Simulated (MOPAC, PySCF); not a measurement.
Dissociation curve of SMILES C=C. The C1–C4 bond (C1 also carries H, H; C4 carries H, H) is pulled apart rigidly from the PBE0/def2-TZVP optimised geometry.

```
6

C      0.0000     0.0000     0.0000
H      0.0000    -0.9231    -0.5695
H      0.0000     0.9230    -0.5696
C      0.0000     0.0000     1.3230
H      0.0000     0.9231     1.8925
H      0.0000    -0.9230     1.8926
```

- PM7, restricted, heats of formation (MOPAC)
- UKS-B3LYP/6-311+G** = unrestricted B3LYP/6-311+G**, spherical d in PySCF
- RKS-LDA (SVWN5)/6-31G* = restricted LDA (SVWN5)/6-31G*, spherical d in PySCF
- UKS-LDA (SVWN5)/6-31G* = PySCF with unrestricted LDA (SVWN5)/6-31G*, spherical d

Energies are in eV, each relative to the lowest point of its own curve near equilibrium.

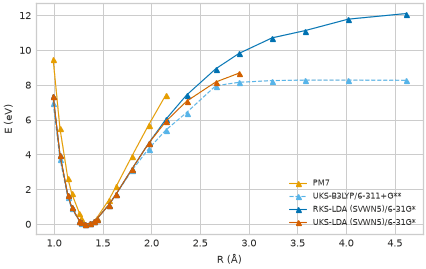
Energy against bond length for each method.

| R / Å | PM7 | UKS-B3LYP/6-311+G** | RKS-LDA (SVWN5)/6-31G* | UKS-LDA (SVWN5)/6-31G* |
|---|---|---|---|---|
| 0.99 | 9.468 | 6.968 | 7.353 | 7.353 |
| 1.06 | 5.489 | 3.759 | 3.983 | 3.983 |
| 1.14 | 2.661 | 1.568 | 1.674 | 1.674 |
| 1.18 | 1.768 | 0.898 | 0.965 | 0.965 |
| 1.26 | 0.617 | 0.163 | 0.181 | 0.181 |
| 1.28 | 0.366 | 0.078 | 0.089 | 0.089 |
| 1.32 | 0.000 | 0.000 | 0.000 | 0.000 |
| 1.37 | 0.035 | 0.045 | 0.037 | 0.037 |
| 1.41 | 0.190 | 0.171 | 0.160 | 0.160 |
| 1.44 | 0.361 | 0.306 | 0.295 | 0.295 |
| 1.56 | 1.363 | 1.090 | 1.085 | 1.085 |
| 1.64 | 2.183 | 1.740 | 1.744 | 1.744 |
| 1.80 | 3.907 | 3.082 | 3.163 | 3.163 |
| 1.97 | 5.685 | 4.319 | 4.634 | 4.628 |
| 2.15 | 7.435 | 5.410 | 6.032 | 5.907 |
| 2.36 | — | 6.401 | 7.407 | 7.053 |
| 2.66 | — | 7.944 | 8.920 | 8.160 |
| 2.90 | — | 8.145 | 9.808 | 8.672 |
| 3.24 | — | 8.244 | 10.701 | — |
| 3.58 | — | 8.269 | 11.120 | — |
| 4.02 | — | 8.270 | 11.774 | — |
| 4.61 | — | 8.259 | 12.095 | — |

At the longest distance, 4.61 Å, RKS-LDA (SVWN5)/6-31G* lies highest above its minimum (12.095 eV) and UKS-B3LYP/6-311+G** lowest (8.259 eV).

Dashes: no converged value, or the column stops at the first point that the program doubted or that broke a chosen test of continuity, which isn't proof of a fault.

The restricted form behind PM7, RKS-LDA (SVWN5)/6-31G* keeps the bonding electrons paired and can't separate into open-shell fragments. The unrestricted determinant behind UKS-B3LYP/6-311+G** is spin-contaminated at 1.80 to 4.61 Å (<S²> up to 1.6, against 0.00 for a pure singlet). The unrestricted determinant behind UKS-LDA (SVWN5)/6-31G* is spin-contaminated at 1.97 to 4.61 Å (<S²> up to 1.6, against 0.00 for a pure singlet).
